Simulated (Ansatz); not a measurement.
# CdH2S2, from a guessed structure to a relaxed one

This structure for CdH2S2 is made up. Its elements were placed in a known structure type with a cell scaled to their sizes. What cell does the guess relax to, and how far off was it?

Main program and level: Ansatz 0.2.0; DFT, PBEsol, plane-wave PAW, default files, scalar-relativistic, no spin, cell and ions relaxed at zero pressure.

**1. Set-up**

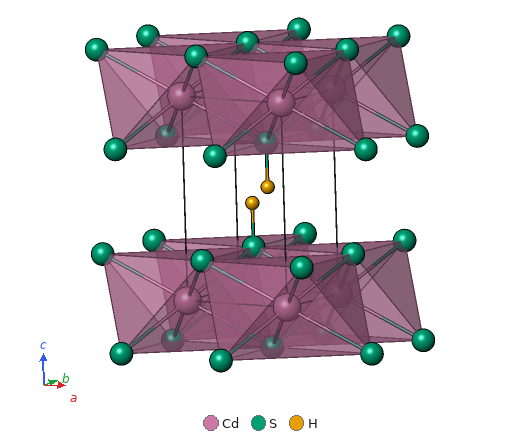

The starting structure, seen slightly off an axis (cadmium pink, sulfur teal, hydrogen orange). Some periodic images of atoms are drawn too.

**2. Relaxing cell and atoms**

The guess takes its coordinates from another compound and its volume from a rule, so the cell and any free coordinates are relaxed together.

input.yaml

```yaml
crystal:
  lattice:
    - [4.131, 0.0, 0.0]
    - [-2.0655, 3.577550943, 0.0]
    - [0.0, 0.0, 5.52]
  atoms:
    - { symbol: Cd, position: [0.0, 0.0, 0.0] }
    - { symbol: S, position: [0.333333333, 0.666666667, 0.2275] }
    - { symbol: S, position: [0.666666667, 0.333333333, 0.7725] }
    - { symbol: H, position: [0.333333333, 0.666666667, 0.4445] }
    - { symbol: H, position: [0.666666667, 0.333333333, 0.5555] }
kpoints:
  mp_grid: { grid: [8, 8, 5] }
scf:
  occupations: { method: fermi_dirac, width: 0.05 }
hamiltonian:
  xc: pbesol
  pseudopotentials: { kind: paw }
relax:
  f_tol: 0.015
  max_steps: 70
  cell: {}
output:
  forces: true
  stress: true
```

Started as:

```bash
$ ansatz run input.yaml --threads 4 --pin off --max-ram 8192MiB --backend cpu --events-out ev --progress --plain --runs-dir out
```

Numbers of over 12 decimals in the logs are rounded to 6 here.

The log of the run:

```text
Engine: ansatz 0.2.0, aarch64-unknown-linux-gnu
Pseudopotentials: kind: paw
Pseudopotential: Cd, paw, valence charge 20, recommended cutoff 420 eV (normal), Cd.paw.azcp
Pseudopotential: S, paw, valence charge 6, recommended cutoff 420 eV (normal), S.paw.azcp
Pseudopotential: H, paw, valence charge 1, recommended cutoff 420 eV (normal), H.paw.azcp
Functional definition: PBEsol
  exchange = pbesol_x
  correlation = pbesol_c
Crystal: 5 atoms, lattice volume = 81.579 Å³
Basis set: ecut = 420 eV, 1579 PW (Γ), exchange–correlation on 60×60×80 points (8 copies of the dense FFT grid, shifted against one another)
Bands: 22, of which v1, the nominal top of the filled ones, is band 17 counted from 1 (16 counted from 0)
Symmetry: 12 space group operations
Space group: P-3m1 (ITA 164), of the structure as read, at distance tolerance 4.3e-5 Å
k-points: 40 of 320
Non-local potential: Cd, projectors of the file, l = 0: 3, l = 1: 2, l = 2: 2, l = 3: 1
Non-local potential: S, projectors of the file, l = 0: 2, l = 1: 2, l = 2: 2
Non-local potential: H, projectors of the file, l = 0: 2, l = 1: 1
PAW form: soft (Blöchl's): semilocal exchange-correlation on the pseudo side does not see the compensation charge
PAW frozen core: Cd, regenerated for the run's functional, and the local potential with it (the file was generated under x = pbe(κ = 0.804, μ = 0.219515), c = pbe(β = 0.066725))
PAW frozen core: S, regenerated for the run's functional, and the local potential with it (the file was generated under x = pbe(κ = 0.804, μ = 0.219515), c = pbe(β = 0.066725))
PAW one-centre angular grid: Cd, 590 points (default); XC on 64 Gauss nodes
PAW one-centre angular grid: S, 110 points (default); XC on 64 Gauss nodes
PAW one-centre angular grid: H, 110 points (default); XC on 64 Gauss nodes
Initial density: superposition of atomic densities (neutral atoms: chi_scale 0, normalization atom), corrected by the library's trained network
Initial wavefunctions: pseudopotential atomic-orbital guess
Functional: x = pbesol(κ = 0.804, μ = 0.123457), c = pbesol(β = 0.046)
SCF iter   1: F=—  HF=-9985.655158 eV  |F-HF|=—  |Δ(HF+E_count)|=         —  Δρ=5.92e-3  dr2=2.74e-2  ethr=1.77e-3  ⟨swp⟩=6.2  Hψ=4270  notcnv=0
preconditioner: auto → Resta (q_TF=auto, 2.358 Å⁻¹)  ε∞=4.1  [insulator: Δε(μ)=2.081 eV  Ē_g=11.829 eV  σ=0.050 eV  W_gap=1.00  n_scr=22 (ndim 8)  ℏωp=21.0 eV  f_vac=0.062  D(μ)=0.00/eV (n_scr^D=0)  ε∞_Penn≈4.1]
SCF iter   2: F=—  HF=-9985.646331 eV  |F-HF|=—  |Δ(HF+E_count)|=   8.83e-3  Δρ=2.49e-3  dr2=4.79e-3  ethr=8.06e-5  ⟨swp⟩=2.7  Hψ=1776  notcnv=0  defer=15
SCF iter   3: F=—  HF=-9985.645833 eV  |F-HF|=—  |Δ(HF+E_count)|=   4.98e-4  Δρ=5.55e-4  dr2=2.38e-4  ethr=1.41e-5  ⟨swp⟩=2.0  Hψ=1079  notcnv=0  defer=16
SCF iter   4: F=—  HF=-9985.645907 eV  |F-HF|=—  |Δ(HF+E_count)|=   7.43e-5  Δρ=1.81e-4  dr2=2.96e-5  ethr=7.01e-7  ⟨swp⟩=2.0  Hψ=1219  notcnv=0  defer=16
SCF iter   5: F=—  HF=-9985.645923 eV  |F-HF|=—  |Δ(HF+E_count)|=   1.60e-5  Δρ=5.20e-5  dr2=3.68e-6  ethr=8.70e-8  ⟨swp⟩=2.1  Hψ=1358  notcnv=0  defer=16
SCF iter   6: F=—  HF=-9985.645930 eV  |F-HF|=—  |Δ(HF+E_count)|=   7.26e-6  Δρ=1.49e-5  dr2=2.49e-7  ethr=1.08e-8  ⟨swp⟩=2.1  Hψ=1340  notcnv=0  defer=16
SCF iter   7: F=-9985.645931 eV  HF=-9985.645931 eV  |F-HF|=5.98e-8  |Δ(HF+E_count)|=   5.72e-7  Δρ=4.85e-6  dr2=3.21e-8  ethr=2.94e-10  ⟨swp⟩=5.0  Hψ=3032  notcnv=0
SCF 1 converged in 7 iterations: F = -9985.645931 eV  dr2 = 3.21e-8
  greatest PAW one-centre occupation: 1.000 electrons in one spin orbital (limit 2), on the Cd atom at site 0 (counted from 0), in its partial waves of l = 0
relax step   1: F+E_penalty+E_count = -9985.64593106 eV  Δ(F+E_penalty+E_count) = +0.000e0 eV  max|allowed force component| = 6.038e0 eV/Å  Δτ_max = 0.0000 Å  P = +9.228 GPa  Ω = 81.579 Å³  (7 SCF iters, dr2 threshold 1.00e-7 eV, accepted)
Crystal: 5 atoms, lattice volume = 83.012 Å³
Basis set: ecut = 420 eV, 1615 PW (Γ), exchange–correlation on 60×60×80 points (8 copies of the dense FFT grid, shifted against one another)
Initial density: handed on by an earlier stage of this run
Initial wavefunctions: those handed on with the density
iter 1 solved again at ethr=1.71e-4 eV; its pass at ethr=3.10e-3 eV (dr2=5.81e-2 eV) is discarded
SCF iter   1: F=—  HF=-9986.330507 eV  |F-HF|=—  |Δ(HF+E_count)|=         —  Δρ=1.01e-2  dr2=5.87e-2  ethr=1.71e-4  ⟨swp⟩=1.1  Hψ=5181  notcnv=0
preconditioner: auto → Resta (q_TF=auto, 2.351 Å⁻¹)  ε∞=4.2  [insulator: Δε(μ)=1.976 eV  Ē_g=11.665 eV  σ=0.050 eV  W_gap=1.00  n_scr=22 (ndim 8)  ℏωp=20.8 eV  f_vac=0.067  D(μ)=0.00/eV (n_scr^D=0)  ε∞_Penn≈4.2]
SCF iter   2: F=—  HF=-9986.316133 eV  |F-HF|=—  |Δ(HF+E_count)|=   1.44e-2  Δρ=4.65e-3  dr2=1.01e-2  ethr=1.71e-4  ⟨swp⟩=2.1  Hψ=1268  notcnv=0
SCF iter   3: F=—  HF=-9986.313283 eV  |F-HF|=—  |Δ(HF+E_count)|=   2.85e-3  Δρ=6.49e-4  dr2=3.07e-4  ethr=2.96e-5  ⟨swp⟩=2.0  Hψ=1265  notcnv=0
SCF iter   4: F=—  HF=-9986.313263 eV  |F-HF|=—  |Δ(HF+E_count)|=   1.93e-5  Δρ=1.42e-4  dr2=2.85e-5  ethr=9.03e-7  ⟨swp⟩=2.4  Hψ=1337  notcnv=0
SCF iter   5: F=—  HF=-9986.313270 eV  |F-HF|=—  |Δ(HF+E_count)|=   7.22e-6  Δρ=6.58e-5  dr2=4.20e-6  ethr=8.37e-8  ⟨swp⟩=2.0  Hψ=1332  notcnv=0
SCF iter   6: F=-9986.313274 eV  HF=-9986.313274 eV  |F-HF|=2.34e-7  |Δ(HF+E_count)|=   3.54e-6  Δρ=2.37e-5  dr2=4.53e-7  ethr=1.47e-9  ⟨swp⟩=3.0  Hψ=3655  notcnv=0
SCF 2 converged in 6 iterations: F = -9986.313274 eV  dr2 = 4.53e-7
relax step   2: F+E_penalty+E_count = -9986.31327427 eV  Δ(F+E_penalty+E_count) = -6.673e-1 eV  max|allowed force component| = 2.343e0 eV/Å  Δτ_max = 0.0567 Å  P = +4.353 GPa  Ω = 83.012 Å³  energy of the carried Pulay correction = -6.877e-4 eV  (6 SCF iters, dr2 threshold 5.00e-7 eV, accepted)
Crystal: 5 atoms, lattice volume = 82.594 Å³
Basis set: ecut = 420 eV, 1651 PW (Γ), exchange–correlation on 60×60×80 points (8 copies of the dense FFT grid, shifted against one another)
iter 1 solved again at ethr=3.54e-4 eV; its pass at ethr=3.10e-3 eV (dr2=1.20e-1 eV) is discarded
SCF iter   1: F=—  HF=-9986.456969 eV  |F-HF|=—  |Δ(HF+E_count)|=         —  Δρ=1.74e-2  dr2=1.26e-1  ethr=3.54e-4  ⟨swp⟩=1.0  Hψ=5182  notcnv=0
preconditioner: auto → Resta (q_TF=auto, 2.353 Å⁻¹)  ε∞=4.3  [insulator: Δε(μ)=1.811 eV  Ē_g=11.409 eV  σ=0.050 eV  W_gap=1.00  n_scr=22 (ndim 8)  ℏωp=20.8 eV  f_vac=0.043  D(μ)=0.00/eV (n_scr^D=0)  ε∞_Penn≈4.3]
SCF iter   2: F=—  HF=-9986.430328 eV  |F-HF|=—  |Δ(HF+E_count)|=   2.66e-2  Δρ=8.63e-3  dr2=2.85e-2  ethr=3.54e-4  ⟨swp⟩=2.0  Hψ=1288  notcnv=0
SCF iter   3: F=—  HF=-9986.424204 eV  |F-HF|=—  |Δ(HF+E_count)|=   6.12e-3  Δρ=8.04e-4  dr2=3.55e-4  ethr=8.37e-5  ⟨swp⟩=2.0  Hψ=1585  notcnv=0
SCF iter   4: F=—  HF=-9986.424252 eV  |F-HF|=—  |Δ(HF+E_count)|=   4.74e-5  Δρ=2.37e-4  dr2=4.94e-5  ethr=1.04e-6  ⟨swp⟩=2.3  Hψ=1461  notcnv=0
SCF iter   5: F=—  HF=-9986.424273 eV  |F-HF|=—  |Δ(HF+E_count)|=   2.09e-5  Δρ=1.10e-4  dr2=7.95e-6  ethr=1.45e-7  ⟨swp⟩=2.7  Hψ=1635  notcnv=0
SCF iter   6: F=-9986.424275 eV  HF=-9986.424275 eV  |F-HF|=2.54e-7  |Δ(HF+E_count)|=   2.37e-6  Δρ=1.80e-5  dr2=2.19e-7  ethr=1.47e-9  ⟨swp⟩=3.4  Hψ=3570  notcnv=0
SCF 3 converged in 6 iterations: F = -9986.424275 eV  dr2 = 2.19e-7
relax step   3: F+E_penalty+E_count = -9986.42427533 eV  Δ(F+E_penalty+E_count) = -1.110e-1 eV  max|allowed force component| = 9.955e-1 eV/Å  Δτ_max = 0.1413 Å  P = -0.621 GPa  Ω = 82.594 Å³  energy of the carried Pulay correction = -4.882e-4 eV  (6 SCF iters, dr2 threshold 5.00e-7 eV, accepted)
[...]
relax step   4: F+E_penalty+E_count = -9986.49190529 eV  Δ(F+E_penalty+E_count) = -6.763e-2 eV  max|allowed force component| = 3.207e-2 eV/Å  Δτ_max = 0.1224 Å  P = -0.308 GPa  Ω = 85.777 Å³  energy of the carried Pulay correction = -1.981e-3 eV  (7 SCF iters, dr2 threshold 5.00e-7 eV, accepted)
[...]
relax step   5: F+E_penalty+E_count = -9986.49480838 eV  Δ(F+E_penalty+E_count) = -2.903e-3 eV  max|allowed force component| = 4.744e-2 eV/Å  Δτ_max = 0.0273 Å  P = -0.118 GPa  Ω = 84.586 Å³  energy of the carried Pulay correction = -1.429e-3 eV  (6 SCF iters, dr2 threshold 2.97e-7 eV, accepted)
[...]
relax step   6: F+E_penalty+E_count = -9986.49650787 eV  Δ(F+E_penalty+E_count) = -1.699e-3 eV  max|allowed force component| = 2.888e-2 eV/Å  Δτ_max = 0.0330 Å  P = +0.123 GPa  Ω = 83.223 Å³  energy of the carried Pulay correction = -7.880e-4 eV  (6 SCF iters, dr2 threshold 1.41e-7 eV, accepted)
[...]
relax step   7: F+E_penalty+E_count = -9986.49658483 eV  Δ(F+E_penalty+E_count) = -7.696e-5 eV  max|allowed force component| = 5.631e-3 eV/Å  Δτ_max = 0.0017 Å  P = +0.010 GPa  Ω = 83.335 Å³  energy of the carried Pulay correction = -8.406e-4 eV  (4 SCF iters, dr2 threshold 5.21e-8 eV, accepted)
Initial wavefunctions: pseudopotential atomic-orbital guess (no wavefunctions were taken with the density)
iter 1 solved again at ethr=2.07e-7 eV; its pass at ethr=3.10e-3 eV (dr2=7.03e-5 eV) is discarded
SCF iter   1: F=—  HF=-9986.497093 eV  |F-HF|=—  |Δ(HF+E_count)|=         —  Δρ=1.15e-4  dr2=5.17e-7  ethr=2.07e-7  ⟨swp⟩=3.6  Hψ=6629  notcnv=0
preconditioner: auto → Resta (q_TF=auto, 2.350 Å⁻¹)  ε∞=4.3  [insulator: Δε(μ)=1.863 eV  Ē_g=11.431 eV  σ=0.050 eV  W_gap=1.00  n_scr=22 (ndim 8)  ℏωp=20.7 eV  f_vac=0.053  D(μ)=0.00/eV (n_scr^D=0)  ε∞_Penn≈4.3]
SCF iter   2: F=—  HF=-9986.497173 eV  |F-HF|=—  |Δ(HF+E_count)|=   7.99e-5  Δρ=5.81e-5  dr2=1.41e-7  ethr=1.52e-9  ⟨swp⟩=2.2  Hψ=1418  notcnv=0
SCF iter   3: F=—  HF=-9986.497201 eV  |F-HF|=—  |Δ(HF+E_count)|=   2.80e-5  Δρ=6.31e-6  dr2=7.28e-9  ethr=4.15e-10  ⟨swp⟩=2.0  Hψ=1384  notcnv=0
SCF iter   4: F=—  HF=-9986.497202 eV  |F-HF|=—  |Δ(HF+E_count)|=   2.15e-7  Δρ=9.78e-7  dr2=1.03e-9  ethr=2.14e-11  ⟨swp⟩=2.0  Hψ=1504  notcnv=0
SCF iter   5: F=—  HF=-9986.497202 eV  |F-HF|=—  |Δ(HF+E_count)|=   5.62e-9  Δρ=2.45e-7  dr2=7.14e-11  ethr=3.04e-12  ⟨swp⟩=2.0  Hψ=1373  notcnv=0
SCF iter   6: F=-9986.497202 eV  HF=-9986.497202 eV  |F-HF|=1.64e-11  |Δ(HF+E_count)|=  1.96e-10  Δρ=9.14e-8  dr2=6.09e-12  ethr=1.00e-12  ⟨swp⟩=4.8  Hψ=2730  notcnv=0
SCF 8 converged in 6 iterations: F = -9986.497202 eV  dr2 = 6.09e-12
relax step   8: F+E_penalty+E_count = -9986.49720155 eV  Δ(F+E_penalty+E_count) = -6.167e-4 eV  max|allowed force component| = 5.862e-3 eV/Å  Δτ_max = 0.0000 Å  P = -0.004 GPa  Ω = 83.335 Å³  stress off target by 3.95e-2 GPa  SCF on the basis re-selected at this cell (its energy is not comparable with the rows above)  (6 SCF iters)
basis re-selected at this cell: Δ(F+E_penalty+E_count) = -6.167e-4 eV, ΔP = -0.014 GPa vs the last step (what re-selecting the basis moved, of the pressure what is left beyond the Pulay correction that the steps carried, after the strain that the cell walked since its last selection, with what the two solves' SCF thresholds leave and, on support functions, any second-order correction that the steps lacked; it is no m [...]
SCF converged after 6 iterations
Free energy (F): -9986.497202 eV
Harris-Foulkes:  -9986.497202 eV  (|F-HF|=1.64e-11)
Internal energy: -9986.497202 eV  (E = F + TS)
E sigma→0 (E₀):  -9986.497202 eV
Fermi energy:    6.031409 eV
--- Per-component energies (eV) ---
  E_band       = -564.472275
  E_kinetic    = 743.598550
  E_local      = -4836.628055  (includes V_loc(G=0)·N_el)
  E_nonlocal   = 98.182441
  E_hartree    = 2199.751439
  E_xc         = -383.839143
  E_vxc        = -416.714488  (∫ρ·V_xc dr)
  E_paw        = -5184.269176  (= ΣΔE_a)
  E_vpaw       = -552.411295  (= ΣTr[D̂ρ^β])
  E_aug_tail   = -0.002250  (compensation charges beyond the density's cutoff)
  E_ewald      = -2623.756865
  E_core_change = 0.465858  (= ΣΔE_core)
  E_smearing   = -0.000000  (= −TS)
  E_closure    = -0.000000  (closes the sum)
  Σ components = -9986.497202   (vs F -9986.497202, Δ=0.00e0)
--- Forces (eV/Å), atoms counted from 1 ---
  atom   1  Cd     0.00000000    -0.00000000     0.00000000
  atom   2  S     -0.00000000     0.00000000     0.00586188
  atom   3  S      0.00000000    -0.00000000    -0.00586188
  atom   4  H     -0.00000000    -0.00000000    -0.00384347
  atom   5  H      0.00000000     0.00000000     0.00384347
  max |Σ_I F_I| component: 3.70e-17 eV/Å
--- Stress (GPa, compression-positive) ---
        0.014030       0.000000      -0.000000
        0.000000       0.014030      -0.000000
       -0.000000      -0.000000      -0.039477
  P = ⅓ Tr σ = -0.0038 GPa (-0.038 kbar)
--- Relaxed structure (7 steps of the walk, 7 accepted, 1 SCFs on fresh bases) ---
  F+E_penalty+E_count = -9986.49720155 eV   max|allowed force component| = 5.862e-3 eV/Å   (the final SCF, on the basis selected at the relaxed cell)
  cell:  # Å, volume = 83.3345 Å³
    - [4.124286, 0, 0]
    - [-2.062143, 3.571737, 0]
    - [0, 0, 5.657139]
  atoms:
    - { symbol: Cd, position: [0, 0, -3.1426149927116075e-19] }
    - { symbol: S, position: [0.333333, 0.666667, 0.220579] }
    - { symbol: S, position: [0.666667, 0.333333, 0.779421] }
    - { symbol: H, position: [0.333333, 0.666667, 0.461505] }
    - { symbol: H, position: [0.666667, 0.333333, 0.538495] }
```

Elapsed: 6.7 s, on 4 threads of Arm Neoverse V2, shared host; peak memory 0.41 GiB; 22 s of CPU time.

Step by step:

| step | energy less that of the first step (eV) | largest force component (eV/Å) | pressure (GPa) | volume (Å³) |
| --- | --- | --- | --- | --- |
| 1 | 0.0000 | 6.0383 | 9.23 | 81.58 |
| 2 | -0.6673 | 2.3426 | 4.35 | 83.01 |
| 3 | -0.7783 | 0.9955 | -0.62 | 82.59 |
| 4 | -0.8460 | 0.0321 | -0.31 | 85.78 |
| 5 | -0.8489 | 0.0474 | -0.12 | 84.59 |
| 6 | -0.8506 | 0.0289 | 0.12 | 83.22 |
| 7 | -0.8507 | 0.0056 | 0.01 | 83.33 |
| 8* | -0.8513 | 0.0059 | 0.00 | 83.33 |

Relaxation steps marked * repeat the geometry before them on a plane-wave basis chosen anew for their cell, so energy and pressure can jump there.

Forces are held to the 12 operations that the run works with; a distortion that breaks them can't arise in this run.

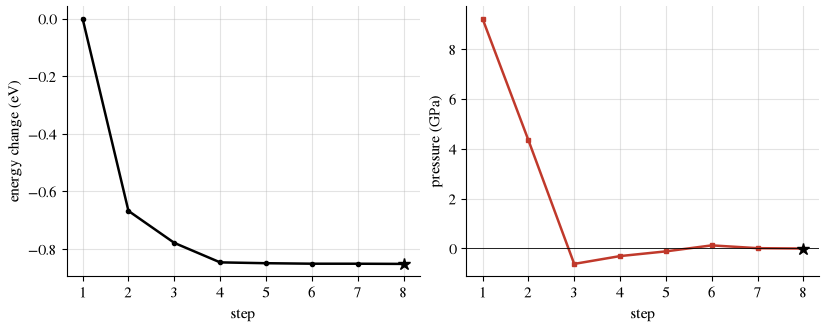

Energy and pressure along the relaxation. Stars mark steps on a basis chosen anew.

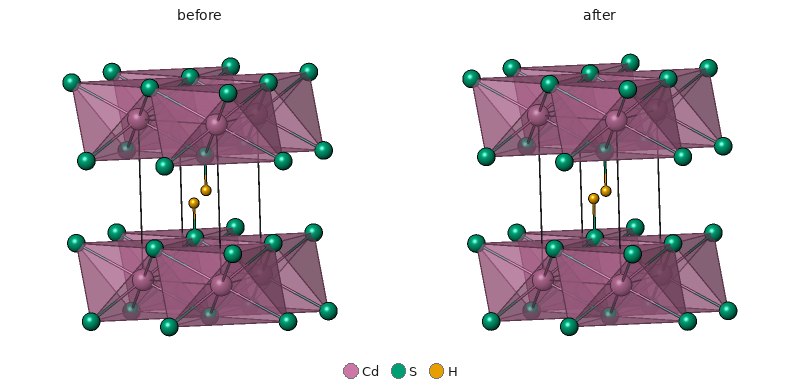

Before and after, at one scale.

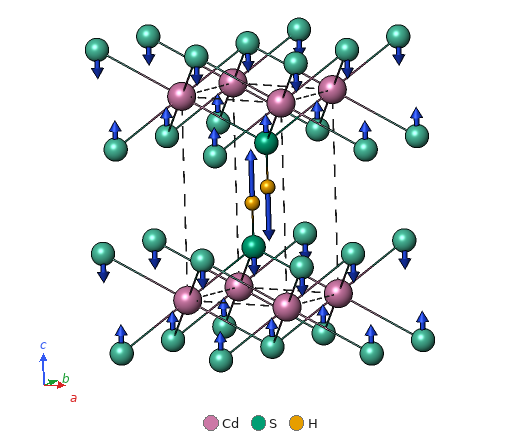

Displacements in the relaxation, exaggerated, measured against the changing cell; the longest in the cell stands for 0.10 Å. Some periodic images of atoms are drawn too.

| conventional cell, symmetrised | before | after | change |
| --- | --- | --- | --- |
| a (Å) | 4.131 | 4.124 | -0.2 % |
| b (Å) | 4.131 | 4.124 | -0.2 % |
| c (Å) | 5.520 | 5.657 | +2.5 % |
| volume (Å³/atom) | 16.32 | 16.67 | +2.2 % |

The atoms that moved most (Å, as changes of fractional coordinates times the final cell):

| atom | dx | dy | dz | length |
| --- | --- | --- | --- | --- |
| H4 | 0.000 | 0.000 | 0.096 | 0.096 |
| H5 | 0.000 | 0.000 | -0.096 | 0.096 |
| S3 | 0.000 | 0.000 | 0.039 | 0.039 |
| S2 | 0.000 | 0.000 | -0.039 | 0.039 |

Final coordinates:

```xyz
5
Lattice="4.1243 0.0000 0.0000 -2.0621 3.5717 0.0000 0.0000 0.0000 5.6571" Properties=species:S:1:pos:R:3 pbc="T T T"
Cd    0.0000    0.0000    0.0000
S     0.0000    2.3812    1.2478
S     2.0621    1.1906    4.4093
H     0.0000    2.3812    2.6108
H     2.0621    1.1906    3.0463
```

Numbers from this step:

| Item | Value |
| --- | --- |
| free energy | -9986.4972 eV |
| Fermi energy | 6.031 eV |
| gap by band count | 1.863 eV |
| electrons | 34 |
| symmetry operations | 12 |
| pressure | -0.003806 GPa |

The shortest distance of each pair, which need not be the same contact before and after:

| pair | guess (Å) | relaxed (Å) |
| --- | --- | --- |
| H–S | 1.198 | 1.363 |
| H–H | 2.462 | 2.421 |
| Cd–S | 2.695 | 2.688 |
| S–S | 3.464 | 3.449 |
| Cd–H | 3.422 | 3.534 |

The relaxation ends with a largest force component of 0.0059 eV/Å and a pressure of 0.00 GPa.

**3. What came out**

| Item | Value |
| --- | --- |
| space group, relaxed | P-3m1 |
| conventional cell | a = 4.124, b = 4.124, c = 5.657 Å; α = 90.0°, β = 90.0°, γ = 120.0° |
| volume per atom | 16.67 Å³ (guess 16.32) |

In words: CdH2S2 relaxes to P-3m1 with a = 4.124, b = 4.124 and c = 5.657 Å. The guessed volume was 2 % too small. The space group P-3m1 was held in the relaxation, so the end point is a stationary structure within it and may be a saddle against distortions or other arrangements. Mesh and cutoff weren't tested. No dispersion term is used, so weakly bound directions may come out too long. Nothing here tests whether the compound is stable against decomposition.

[Logs are printed without paths, hosts, clocks, repeated set-up lines and the standing remarks that a program may print on its own settings, such as how far it seeks lower states.]

[Hosts, paths, dates, database ids (printed as entryN), source tags and the programs' standing remarks are cut or masked in the printed files.]
